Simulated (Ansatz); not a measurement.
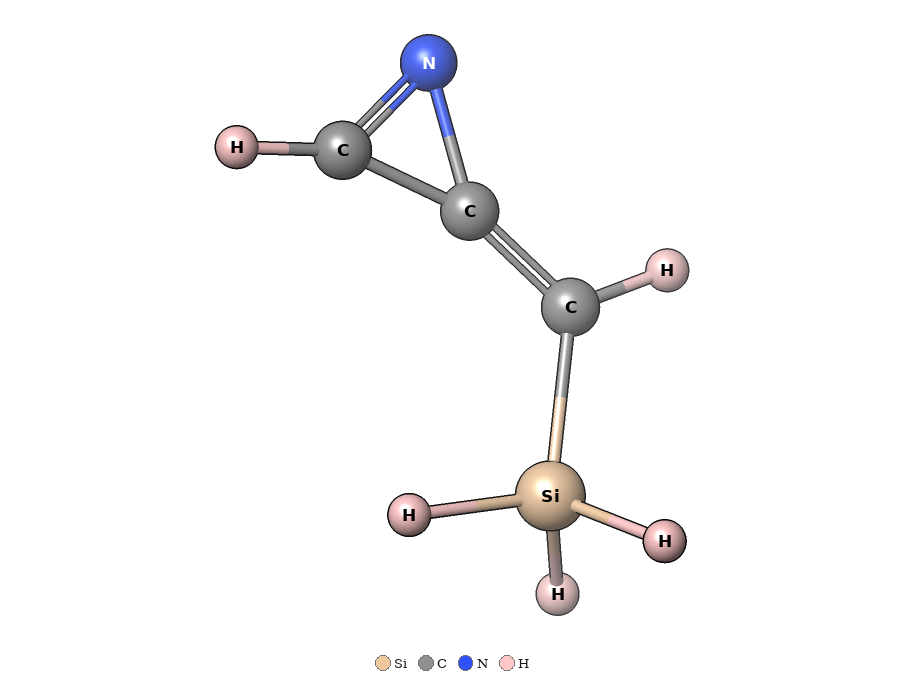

Depth is shown by fading: the farther an atom, the more it takes the colour of the background. The computed structure is the end point of a PBE-D4/def2-SVP optimisation. No frequency run is at hand to confirm it as a minimum.

**List the symmetry elements and name the point group.**

It has 1 mirror plane, so the point group is Cs. The group has 2 operations. The geometry is achiral, and symmetry allows a dipole moment.
